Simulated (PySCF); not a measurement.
## A study: Cl₄Ge, SMILES `Cl[Ge](Cl)(Cl)Cl`

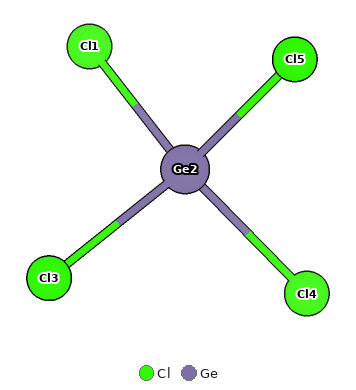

The molecule, with its atoms numbered as below. No frequency check shows the geometry to be a minimum.

Cartesian coordinates (Å):

```
Cl1      1.2283    0.6746    1.6004
Ge2     -0.0002    0.0003    0.0003
Cl3      1.2287   -0.6743   -1.6006
Cl4     -1.2280   -1.6012    0.6741
Cl5     -1.2286    1.6004   -0.6746
```

## 1. Bonding charge

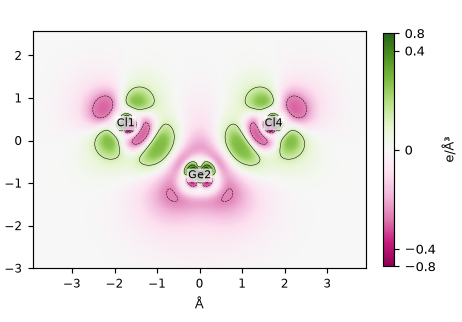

Deformation density (molecule less spherical, spin-averaged free atoms) in the plane of Cl1, Ge2 and Cl4; colour scale in e/Å³, logarithmic beyond ±0.1; green: gain, pink: loss.

PySCF calculation, B3LYP/def2-SVPD, gas phase; geometry: GFN2-xTB.

Q: How much density has each bond in this plane gained at its critical point, relative to the free atoms?

A: Cl1–Ge2 and Ge2–Cl4: +0.07 e/Å³ at the bond critical point (bond length 2.13 Å). In all, 1.1 electrons gather in the regions of gain relative to the promolecule. A small or negative value marks a very polar bond, one between electron-rich atoms, whose free-atom densities already overlap strongly, a long bond to a heavier atom, or a closed-shell contact such as a hydrogen bond.

Q: Where do the Hirshfeld charges lie?

A: The highest Hirshfeld charge is on Ge2 (+0.42 e), the lowest on Cl1, Cl3, Cl4 and Cl5 (−0.11 e).

```tsv
atom	charge (e)
Cl1	−0.11
Ge2	+0.42
Cl3	−0.11
Cl4	−0.11
Cl5	−0.11
```

## 2. Bond critical points

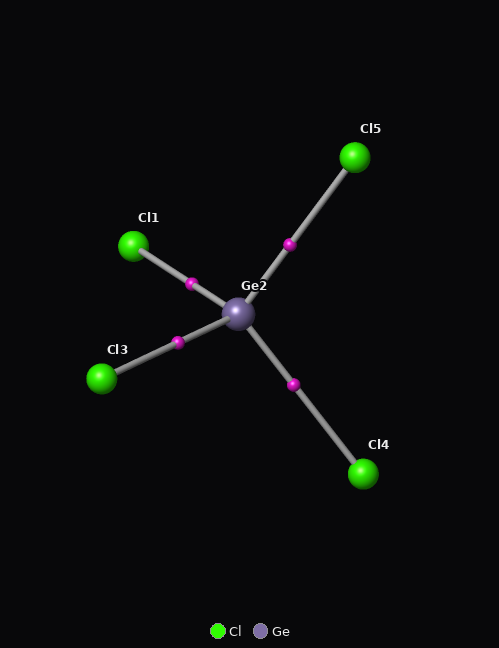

Molecular graph of the electron density (QTAIM): bond paths, bond critical points (magenta), ring points (cyan, if any); weak paths are dashed.

Q: How many critical points of each kind are there, and does the count close?

A: 5 nuclei, 4 bond, 0 ring and 0 cage critical points: 5 − 4 + 0 − 0 = 1, as the Poincaré–Hopf relation requires.

Q: Tabulate density, Laplacian, ellipticity and energy density at the bond critical points (atomic units).

A:
```tsv
bond	length (Å)	ρ (a.u.)	∇²ρ (a.u.)	ε	H (a.u.)
Cl1–Ge2 (4 alike)	2.127	0.106	+0.14	0.00	−0.047
```

Q: What kind of interaction is Cl1–Ge2?

A: Polar or intermediate (positive Laplacian, negative energy density H): ρ = 0.106, ∇²ρ = +0.14, H = −0.047 a.u.

## 3. Local ionisation energy

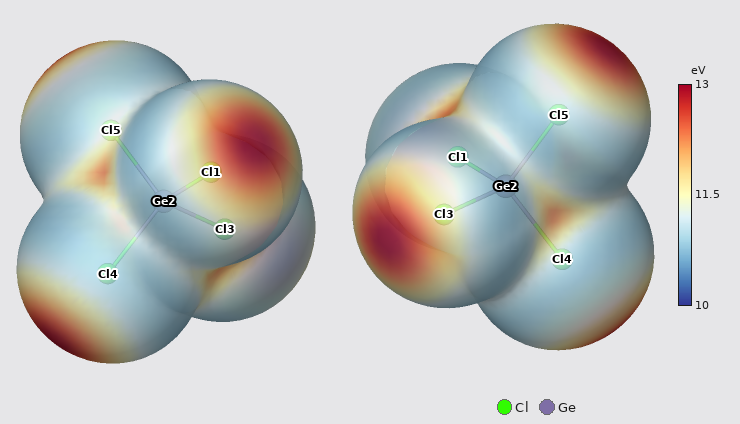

Average local ionisation energy on the surface of electron density 0.001 a.u. (back view left, front view right).

Q: Locate the minima of the map.

A: The lowest value is 10.8 eV, 2.1 Å from Cl3, and at like points elsewhere. For comparison, the highest occupied orbital lies at −9.5 eV.

Q: What volume does the surface enclose, and what is the dipole moment?

A: About 145 Å³; the dipole moment is 0.0 D.

## 4. In an electric field

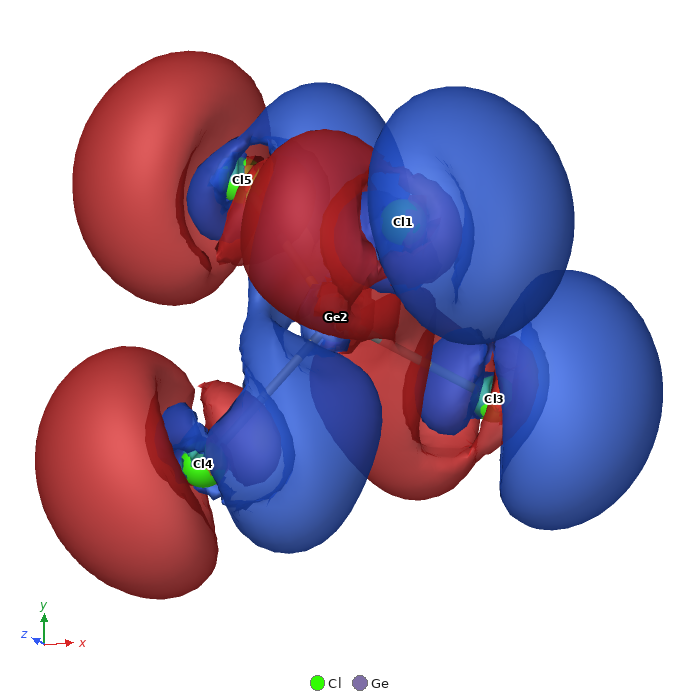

Change of the electron density in a uniform field of 0.21 V/Å, surfaces at ±0.001 e/Å³ (blue: gain, red: loss).

Method: B3LYP/def2-SVPD; geometry: GFN2-xTB; program: PySCF.

The field was applied in both directions; the picture shows the one opposite to the script's first.

Q: Along which Cartesian direction does the field point?

A: Along −x: electrons gather on the +x side, against the field.

Q: How large is the response?

A: The induced dipole is 0.86 D (along the field); α along this axis, from the fields in both directions, is 85 bohr³ (12.5 Å³).
